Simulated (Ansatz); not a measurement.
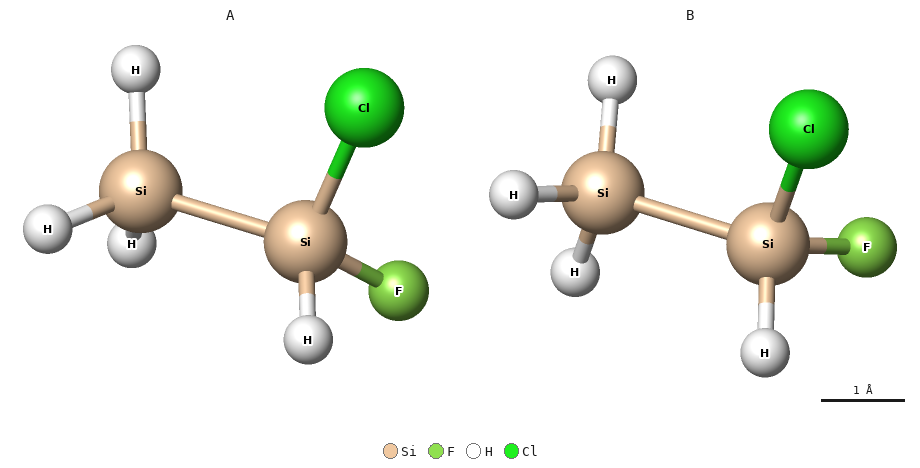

Two geometries of Si$_{2}$H$_{4}$ClF, drawn at one scale. One is the start of a relaxation, the other its converged end. Style: ball-and-stick. Shown at a tilt.

Theory: RKS B3LYP/6-31G* in Ansatz 0.2.0. Settings: no spin polarisation; force threshold 0.03 eV/Å; at most 50 steps.

Which geometry has the lower energy?

Answer. Structure B is the relaxed one. The run prepares an end point of a later path (reaction) calculation, from a guessed geometry. After 9 accepted moves (10 points after the start) the energy has fallen by 27.0 kJ/mol. The largest force component goes from 1.4 to 0.024 eV/Å. The line search rejected the trial step at point 6 of the run. The F atom moves most after the best rigid fit: 0.56 Å. By element the largest moves are F 0.56 Å, H 0.50 Å, Cl 0.49 Å, Si 0.05 Å. Near-neighbour distances that change, for instance: H–Si 1.450 → 1.484 Å, F–Si 1.592 → 1.614 Å, Cl–Si 2.068 → 2.078 Å, Si–Si 2.353 → 2.346 Å. Bond angles that change, for instance: F–Si–H 91.0° → 107.6°, F–Si–Si 115.6° → 110.3°, H–Si–Si 119.6° → 114.7°. Groups turn about Si–Si by about 35°.
